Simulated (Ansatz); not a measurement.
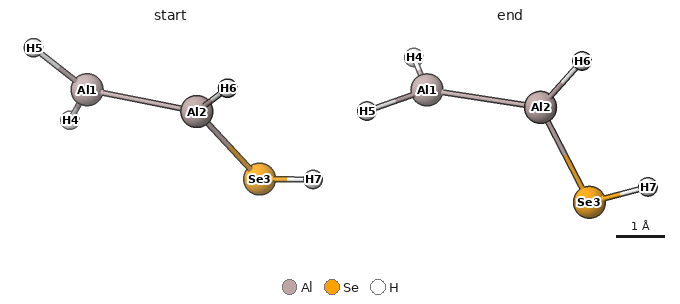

The structure of Al2H4Se before (left) and after (right) a relaxation, at one scale.

A ball-and-stick model, seen from a free direction.

The start comes from PBE-D4/def2-SVP.

The calculation used Ansatz 0.2.0, RKS PBE0-D4/def2-TZVP. Set-up: force threshold 0.005 eV/Å; at most 150 steps.

### Summarise the run.

H5 moves most after the best rigid fit: 1.35 Å. By element the largest moves are H 1.35 Å, Se 0.75 Å, Al 0.24 Å. Near-neighbour distances that change, for instance: Se3–H7 1.486 → 1.469 Å, Al1–H4 1.608 → 1.593 Å, Al2–Se3 2.344 → 2.331 Å, Al1–Al2 2.595 → 2.584 Å. Among the angles between lasting bonds that change: Al1–Al2–Se3 112.8° → 117.0°, Al1–Al2–H6 131.4° → 127.9°. Groups turn about Al1–Al2 by about 90°. After 30 accepted moves (31 points after the start) the energy has fallen by 0.035 eV. Largest force component: 0.27 eV/Å at the start, 0.0034 eV/Å at the end. The line search rejected the trial step at point 20 of the run. The forces were under the threshold at step 8, but the run went on from there.
